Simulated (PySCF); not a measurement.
C5H10ClFSi

```yaml
atoms:
  - { symbol: C, position_ang: [-2.1394, -1.1907, -0.5546] }
  - { symbol: C, position_ang: [-1.9144, 0.1061, -0.4591] }
  - { symbol: C, position_ang: [-0.8385, 0.8313, -1.2007] }
  - { symbol: C, position_ang: [0.1890, 1.4425, -0.2360] }
  - { symbol: Si, position_ang: [1.1399, 0.1623, 0.7948] }
  - { symbol: C, position_ang: [2.0832, -1.0268, -0.4096] }
  - { symbol: F, position_ang: [1.2241, -1.8343, -1.0980] }
  - { symbol: Cl, position_ang: [3.0094, -0.0671, -1.5978] }
  - { symbol: H, position_ang: [-1.5481, -1.8178, -1.2004] }
  - { symbol: H, position_ang: [-2.9216, -1.6789, 0.0018] }
  - { symbol: H, position_ang: [-2.5155, 0.7220, 0.1988] }
  - { symbol: H, position_ang: [-1.2896, 1.6365, -1.7891] }
  - { symbol: H, position_ang: [-0.3429, 0.1482, -1.8908] }
  - { symbol: H, position_ang: [0.8980, 2.0408, -0.8126] }
  - { symbol: H, position_ang: [-0.3239, 2.1309, 0.4386] }
  - { symbol: H, position_ang: [0.2845, -0.7035, 1.6059] }
  - { symbol: H, position_ang: [2.1942, 0.7955, 1.5902] }
  - { symbol: H, position_ang: [2.8028, -1.6906, 0.0773] }
```

Geometry: GFN2-xTB.

These are results of PySCF 2.14.0, PBE0/pcSseg-1, SCF density, gas phase, non-relativistic, not measurements.

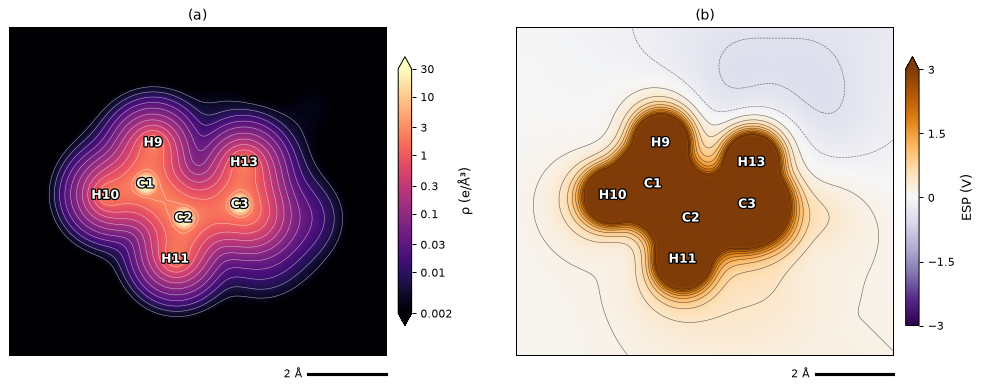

Figure 1. (a) electron density; (b) electrostatic potential on the plane of atoms C1, C2 and H11.

What do the fields say about this system?

Answer.
- The plane passes through C and H nuclei.
- C–C (1.32 Å): the density is about 2.3 e/Å³ at the midpoint.
- C–H (1.08 Å): ρ at the midpoint is about 2 e/Å³.
- C–C (1.49 Å): ρ at the midpoint is about 1.7 e/Å³.
- Outside the dense part of the molecule the potential is most negative (−0.5 V) near Cl8, which lies off the plane.

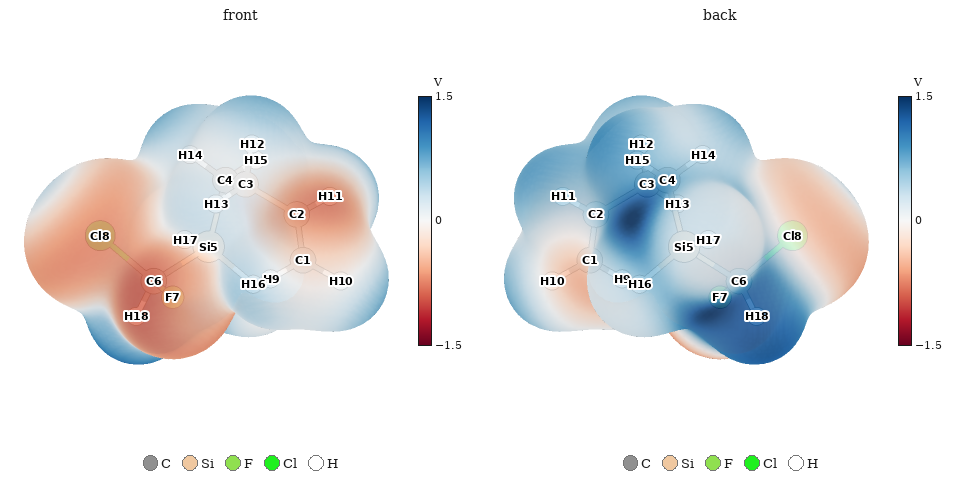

Figure 2. The molecular electrostatic potential painted on the density surface at 0.002 e/bohr³, seen from the front and from behind; the colour scale runs from red (negative) to blue (positive).

Describe the electrostatic potential map.

Answer. The most negative region (about −0.8 V) lies over F7, the most positive (about +1.4 V) over Si5. Cl8 shows a σ-hole: about +0.3 V at the tip opposite its bond, against about −0.4 V on its flanks.

How polar is the molecule by this calculation?

Answer. Its dipole moment is 1.90 D.
